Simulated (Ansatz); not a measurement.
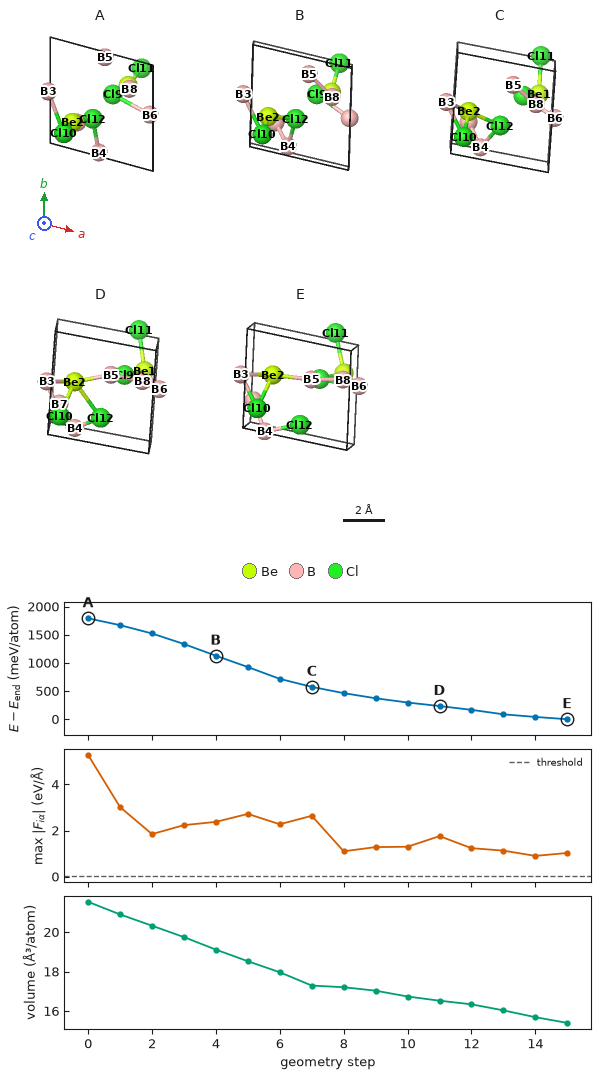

Frames of a relaxation of solid BeB$_{3}$Cl$_{2}$ (a generated structure, set up in P1) (coarse preliminary run), marked on the history of the run. A ball-and-stick model of the cell of the calculation, seen along the c axis.

Computed with DFT PBE, scalar-relativistic, plane waves, PAW (Ansatz 0.2.0). Set-up: plane-wave cutoff 420 eV; k-point mesh 4 × 4 × 2; occupations gaussian; smearing width 0.2 eV; no spin polarisation; cell and atoms relaxed; force threshold 0.025 eV/Å; at most 60 steps.

Question: Describe the path.

Answer: The run was cut off at its time limit before the relaxation converged, so the last structure is only a point on the way. After 15 geometry steps the energy has fallen by 1791 meV per atom. Largest force component: 5.3 eV/Å at the start, 1 eV/Å at the end. Pressure: −0.51 GPa at the start and −0.67 GPa at the end. The atom that moves furthest relative to the cell is B5 (1.98 Å roughly along [1 −2 −1]). Largest moves by element: B 1.98 Å, Be 1.56 Å, Cl 1.25 Å. The drawn cell changes as follows: a 5.254 → 5.246 Å (−0.2 %), b 5.282 → 4.953 Å (−6.2 %), c 9.863 → 7.485 Å (−24.1 %), α 100.1° → 102.2°, β 96.2° → 98.5°, γ 103.8° → 98.3°; the volume changes by −28.5 %. Among the contacts that change: Cl9–Cl11 4.771 → 2.838 Å, Be2–B5 3.819 → 1.913 Å, Be2–B8 3.771 → 1.875 Å, B5–Cl10 2.546 → 4.279 Å. New bonds form: B3–B8 (2.85 → 1.63 Å), B4–B6 (3.34 → 1.73 Å), B4–B7 (2.93 → 1.78 Å), B5–B8 (2.58 → 1.59 Å). Bonds break: Be2–Cl12 (1.64 → 3.02 Å). Bond angles that change, for instance: Cl9–Be1–Cl11 164.7° → 96.4°, Be2–Cl10–B3 95.5° → 61.4°, Be1–Cl9–B6 96.5° → 70.4°. The space group stays P1 (No. 1). The run took 4.9 min on 1 thread of Arm Neoverse V2, with other jobs on the host, peak memory 0.48 GiB. From step 0 to 4: B4 moves most (0.70 Å), volume −11.2 %, energy −664 meV per atom. From step 4 to 7: B7 moves most (0.51 Å), volume −9.5 %, energy −553 meV per atom. From step 7 to 11: Cl12 moves most (0.62 Å), volume −4.4 %, energy −341 meV per atom. From step 11 to 15: B4 moves most (0.61 Å), volume −6.8 %, energy −234 meV per atom.
